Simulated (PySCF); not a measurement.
**One shape, several levels: CH5InO2 (SMILES O[CH2][InH][OH])**

Aim: a comparison of 3 runs (HF/STO-3G, HF/3-21G, PBE0/def2-TZVP) of CH5InO2. Input form: a Python script.

The calculation is run with PySCF 2.14.0.

## Step 1: The structure to begin with

The species is CH5InO2 (9 atoms), meant as a singlet with charge 0. SMILES: `O[CH2][InH][OH]`. The shape comes from GFN2-xTB, which is rough for such elements, and wasn't checked as a minimum. This is one conformer, not always the lowest.

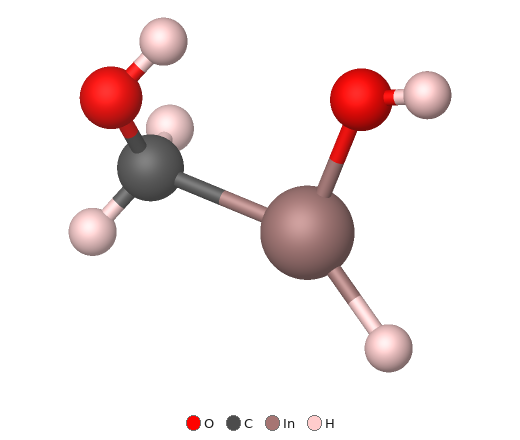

Viewed from a chosen angle; oxygen red, carbon dark grey, indium brown, hydrogen pink.

## Step 2: Energy and forces at HF/STO-3G (run 1)

calc.py

```python
import pyscf.grad
from pyscf import gto

mol = gto.M(
    atom=[
    ('O', (1.182570, 1.373870, -0.162240)),
    ('C', (0.071660, 1.195870, 0.645540)),
    ('In', (-0.457470, -1.025170, 0.501130)),
    ('O', (-0.096040, -1.291250, -1.421500)),
    ('H', (0.933770, 1.122930, -1.063370)),
    ('H', (0.334940, 1.470080, 1.665790)),
    ('H', (-0.802880, 1.757040, 0.300020)),
    ('H', (-0.966740, -2.474860, 1.402180)),
    ('H', (-0.199810, -2.128510, -1.867550)),
],
    spin=0,
    verbose=3,
    basis='sto-3g',
    max_memory=1860,
)

mf = mol.RHF()
mf.conv_tol = 1e-10
mf.kernel()
if not mf.converged:
    mf = mf.newton().run(mf.mo_coeff, mf.mo_occ)

energy = mf.e_tot
print('E(%s) = %.9f' % ('HF', energy))
grad = mf.Gradients().kernel()
dip = mf.dip_moment()
pop, q = mf.mulliken_pop()
```

Command:

```bash
$ OMP_NUM_THREADS=1 python calc.py
```

What it wrote:

```text
converged SCF energy = -5870.82989898117
E(HF) = -5870.829898981
--------------- RHF gradients ---------------
         x                y                z
0 O    -0.0632634814    -0.0301645241     0.0066120879
1 C     0.0592203803     0.0738210524    -0.0203006775
2 In     0.0012617159     0.0230930084     0.0201359469
3 O    -0.0015740634    -0.0528025649    -0.0475836263
4 H     0.0117012734     0.0082313349     0.0209515029
5 H     0.0015623200    -0.0093025347     0.0015884803
6 H    -0.0036013898    -0.0097467306    -0.0066268798
7 H    -0.0132744455    -0.0423750081     0.0197550833
8 H     0.0079676906     0.0392459667     0.0054680823
----------------------------------------------
Dipole moment(X, Y, Z, Debye): -1.85750, -1.59550,  0.98496
 ** Mulliken pop  **
pop of  0 O 1s            1.99755
pop of  0 O 2s            1.81501
pop of  0 O 2px           1.47292
pop of  0 O 2py           1.90526
pop of  0 O 2pz           1.13234
pop of  1 C 1s            1.99264
pop of  1 C 2s            1.21389
pop of  1 C 2px           0.86566
pop of  1 C 2py           1.13592
pop of  1 C 2pz           0.93096
pop of  2 In 1s           2.00000
pop of  2 In 2s           1.99971
pop of  2 In 3s           1.99854
pop of  2 In 4s           2.00816
pop of  2 In 5s           1.00426
pop of  2 In 2px          2.00007
pop of  2 In 2py          2.00006
pop of  2 In 2pz          2.00006
pop of  2 In 3px          1.99782
pop of  2 In 3py          1.99818
pop of  2 In 3pz          1.99816
pop of  2 In 4px          1.98875
pop of  2 In 4py          1.99545
pop of  2 In 4pz          1.99448
pop of  2 In 5px          0.18908
pop of  2 In 5py          0.65727
pop of  2 In 5pz          0.48909
pop of  2 In 3dxy         1.99964
pop of  2 In 3dyz         1.99952
pop of  2 In 3dz^2        1.99915
pop of  2 In 3dxz         1.99981
pop of  2 In 3dx2-y2      1.99913
pop of  2 In 4dxy         1.98849
pop of  2 In 4dyz         1.98483
pop of  2 In 4dz^2        1.97315
pop of  2 In 4dxz         1.99395
pop of  2 In 4dx2-y2      1.97168
pop of  3 O 1s            1.99778
pop of  3 O 2s            1.82518
pop of  3 O 2px           1.85421
pop of  3 O 2py           1.37681
pop of  3 O 2pz           1.45218
pop of  4 H 1s            0.81045
pop of  5 H 1s            0.96197
pop of  6 H 1s            0.97828
pop of  7 H 1s            1.18422
pop of  8 H 1s            0.86830
 ** Mulliken atomic charges  **
charge of    0O =     -0.32308
charge of    1C =     -0.13906
charge of    2In =      0.77151
charge of    3O =     -0.50616
charge of    4H =      0.18955
charge of    5H =      0.03803
charge of    6H =      0.02172
charge of    7H =     -0.18422
charge of    8H =      0.13170
```

Wall time 11 s (1 thread of Intel Xeon at 2.50GHz (Skylake/Cascade Lake), shared host); peak memory 0.12 GiB.

## Step 3: Energy and gradient at HF/3-21G (run 2)

job.py

```python
from pyscf import gto

molecule = gto.Mole()
molecule.atom = [
    ('O', (1.182570, 1.373870, -0.162240)),
    ('C', (0.071660, 1.195870, 0.645540)),
    ('In', (-0.457470, -1.025170, 0.501130)),
    ('O', (-0.096040, -1.291250, -1.421500)),
    ('H', (0.933770, 1.122930, -1.063370)),
    ('H', (0.334940, 1.470080, 1.665790)),
    ('H', (-0.802880, 1.757040, 0.300020)),
    ('H', (-0.966740, -2.474860, 1.402180)),
    ('H', (-0.199810, -2.128510, -1.867550)),
]
molecule.verbose = 3
molecule.max_memory = 1860
molecule.basis = '3-21g'
molecule.spin = 0
molecule.build()

mf = molecule.RHF()
mf.conv_tol = 1e-10
mf.kernel()
if not mf.converged:
    mf = mf.newton().run(mf.mo_coeff, mf.mo_occ)

e_final = mf.e_tot
print('E(%s) = %.9f' % ('HF', e_final))
grad = mf.nuc_grad_method().kernel()
dip = mf.dip_moment()
pop, q = mf.mulliken_pop()
```

Command:

```bash
$ OMP_NUM_THREADS=1 python job.py
```

What it wrote:

```text
converged SCF energy = -5904.14966057725
E(HF) = -5904.149660577
--------------- RHF gradients ---------------
         x                y                z
0 O    -0.0313753650    -0.0058523928     0.0330698601
1 C     0.0473071575     0.0288169057    -0.0384012216
2 In    -0.0064763830    -0.0130212256     0.0057304363
3 O     0.0023432830    -0.0062285258    -0.0119548959
4 H    -0.0087047815     0.0002434004     0.0026745622
5 H     0.0044948794    -0.0032097820     0.0083435695
6 H    -0.0061237240    -0.0035744906    -0.0071076169
7 H    -0.0005578752    -0.0043153457    -0.0006753428
8 H    -0.0009071911     0.0071414563     0.0083206490
----------------------------------------------
Dipole moment(X, Y, Z, Debye): -2.30227, -1.55214,  0.90518
 ** Mulliken pop  **
pop of  0 O 1s            1.98578
pop of  0 O 2s            0.41280
pop of  0 O 3s            1.50197
pop of  0 O 2px           0.68247
pop of  0 O 2py           0.84724
pop of  0 O 2pz           0.58152
pop of  0 O 3px           0.90686
pop of  0 O 3py           1.05251
pop of  0 O 3pz           0.71664
pop of  1 C 1s            1.98686
pop of  1 C 2s            0.36010
pop of  1 C 3s            1.02342
pop of  1 C 2px           0.48225
pop of  1 C 2py           0.50482
pop of  1 C 2pz           0.51997
pop of  1 C 3px           0.33828
pop of  1 C 3py           0.71170
pop of  1 C 3pz           0.45399
pop of  2 In 1s           1.99991
pop of  2 In 2s           1.99985
pop of  2 In 3s           1.99684
pop of  2 In 4s           1.99764
pop of  2 In 5s           0.65430
pop of  2 In 6s           0.29108
pop of  2 In 2px          1.99951
pop of  2 In 2py          1.99953
pop of  2 In 2pz          1.99952
pop of  2 In 3px          1.99858
pop of  2 In 3py          1.99874
pop of  2 In 3pz          1.99871
pop of  2 In 4px          1.97474
pop of  2 In 4py          1.98288
pop of  2 In 4pz          1.98137
pop of  2 In 5px          0.11205
pop of  2 In 5py          0.45443
pop of  2 In 5pz          0.30946
pop of  2 In 6px          0.06736
pop of  2 In 6py          0.13373
pop of  2 In 6pz          0.05254
pop of  2 In 3dxy         1.99948
pop of  2 In 3dyz         1.99937
pop of  2 In 3dz^2        1.99854
pop of  2 In 3dxz         1.99969
pop of  2 In 3dx2-y2      1.99900
pop of  2 In 4dxy         1.99604
pop of  2 In 4dyz         1.99589
pop of  2 In 4dz^2        1.99356
pop of  2 In 4dxz         1.99802
pop of  2 In 4dx2-y2      1.99170
pop of  3 O 1s            1.98493
pop of  3 O 2s            0.40571
pop of  3 O 3s            1.48020
pop of  3 O 2px           0.77853
pop of  3 O 2py           0.63840
pop of  3 O 2pz           0.67117
pop of  3 O 3px           1.10409
pop of  3 O 3py           0.87840
pop of  3 O 3pz           0.93562
pop of  4 H 1s            0.42332
pop of  4 H 2s            0.17450
pop of  5 H 1s            0.47780
pop of  5 H 2s            0.31561
pop of  6 H 1s            0.48017
pop of  6 H 2s            0.34292
pop of  7 H 1s            0.36517
pop of  7 H 2s            0.86435
pop of  8 H 1s            0.43551
pop of  8 H 2s            0.20039
 ** Mulliken atomic charges  **
charge of    0O =     -0.68779
charge of    1C =     -0.38139
charge of    2In =      1.02596
charge of    3O =     -0.87705
charge of    4H =      0.40218
charge of    5H =      0.20659
charge of    6H =      0.17691
charge of    7H =     -0.22952
charge of    8H =      0.36410
```

Run time: 11 s. Hardware: 1 thread of Intel Xeon at 2.50GHz (Skylake/Cascade Lake), shared host; peak memory 0.14 GiB.

## Step 4: Energy and gradient at PBE0/def2-TZVP (core potential) (run 3)

job.py

```python
import pyscf.grad
from pyscf import gto, dft

system = gto.M(
    atom='''
O      1.182570     1.373870    -0.162240
C      0.071660     1.195870     0.645540
In    -0.457470    -1.025170     0.501130
O     -0.096040    -1.291250    -1.421500
H      0.933770     1.122930    -1.063370
H      0.334940     1.470080     1.665790
H     -0.802880     1.757040     0.300020
H     -0.966740    -2.474860     1.402180
H     -0.199810    -2.128510    -1.867550
''',
    max_memory=1860,
    charge=0,
    basis='def2-tzvp',
    verbose=4,
    ecp={'In': 'def2-svp'},
)

mf = dft.RKS(system, xc='pbe0')
mf.grids.level = 5
mf.conv_tol = 1e-10
mf.kernel()
if not mf.converged:
    mf = mf.newton().run(mf.mo_coeff, mf.mo_occ)

energy = mf.e_tot
print('Final energy', energy)
grad = mf.Gradients().kernel()
mf.analyze()
```

Command:

```bash
$ OMP_NUM_THREADS=1 python job.py
```

What it wrote:

```text
PySCF version 2.14.0

[... 99 lines left out ...]
One-electron Energy =                 -982.454865608661294
[... 17 lines left out ...]
MO #13  energy= -0.768038140175335 occ= 2
[... 15 lines left out ...]
MO #29  energy= 0.0643423091515841 occ= 0
[... 15 lines left out ...]
MO #45  energy= 0.366789211218176  occ= 0
[... 15 lines left out ...]
MO #61  energy= 0.684800144926898  occ= 0
[... 15 lines left out ...]
MO #77  energy= 1.10612611365355   occ= 0
[... 15 lines left out ...]
MO #93  energy= 1.84557428164898   occ= 0
[... 15 lines left out ...]
MO #109 energy= 2.32299989182762   occ= 0
[... 15 lines left out ...]
MO #125 energy= 3.04057423363226   occ= 0
[... 15 lines left out ...]
MO #141 energy= 4.50184137405148   occ= 0
[... 15 lines left out ...]
MO #157 energy= 6.45141555667772   occ= 0
[... 15 lines left out ...]
MO #173 energy= 125.272181814801   occ= 0
[... 146 lines left out ...]
pop of  4 H 2s            0.00994
pop of  4 H 3s            0.00654
pop of  4 H 2px           0.00116
pop of  4 H 2py           0.00219
pop of  4 H 2pz           0.00094
pop of  5 H 1s            0.86636
pop of  5 H 2s            0.00718
pop of  5 H 3s            0.00293
pop of  5 H 2px           0.00027
pop of  5 H 2py           0.00085
pop of  5 H 2pz           0.00089
pop of  6 H 1s            0.88835
pop of  6 H 2s            0.00617
pop of  6 H 3s            0.00278
pop of  6 H 2px           0.00062
pop of  6 H 2py           0.00129
pop of  6 H 2pz           0.00046
pop of  7 H 1s            1.43392
pop of  7 H 2s            0.03214
pop of  7 H 3s            0.00912
pop of  7 H 2px           0.00532
pop of  7 H 2py           0.02277
pop of  7 H 2pz           0.01110
pop of  8 H 1s            0.64125
pop of  8 H 2s            0.01568
pop of  8 H 3s            0.00651
pop of  8 H 2px           0.00199
pop of  8 H 2py           0.00110
pop of  8 H 2pz           0.00275
 ** Mulliken atomic charges  **
charge of    0O =     -0.51852
charge of    1C =     -0.54083
charge of    2In =      1.88564
charge of    3O =     -1.21394
charge of    4H =      0.34945
charge of    5H =      0.12152
charge of    6H =      0.10032
charge of    7H =     -0.51437
charge of    8H =      0.33073
Dipole moment(X, Y, Z, Debye): -1.49501, -0.61137,  0.68337
```

Wall time 4.2 min (1 thread of Intel Xeon at 2.50GHz (Skylake/Cascade Lake), shared host); peak memory 2.3 GiB.

## Step 5: Overview of the runs

| run | level | core potential | integration grid | energy (Eh) | dipole moment (D) | HOMO energy (eV) | LUMO energy (eV) | wall time |
| --- | --- | --- | --- | --- | --- | --- | --- | --- |
| 1 | HF/STO-3G | – | – | -5870.829899 | 2.64 | -6.45 | 6.25 | 11 s |
| 2 | HF/3-21G | – | – | -5904.149661 | 2.92 | -8.86 | 1.48 | 11 s |
| 3 | PBE0/def2-TZVP (core potential) | def2-svp | 5 | -381.544960 | 1.75 | -6.51 | -1.20 | 4.2 min |

## Step 6: What came out

```
                       quantity          value
            run 3: total energy  -381.54496 Eh
           run 3: dipole moment         1.75 D
             run 3: HOMO energy       -6.51 eV
             run 3: LUMO energy       -1.20 eV
           run 3: HOMO–LUMO gap        5.31 eV
run 3: largest force on an atom     1.330 eV/Å
```

What this shows: The dipole moment (its size) runs from 1.75 D (PBE0/def2-TZVP) to 2.92 D (HF/3-21G). The two ends differ in method and basis and core potential. The HOMO–LUMO gap runs from 5.31 eV (PBE0/def2-TZVP) to 12.70 eV (HF/STO-3G). Some runs of one species differ in core potentials or relativity; totals across that change don't compare. In run 1 the basis is minimal, so the values are rough. In runs 1, 2 relativity is left out where basis or elements ask for it. All runs together took 4.6 min, the longest 4.2 min.
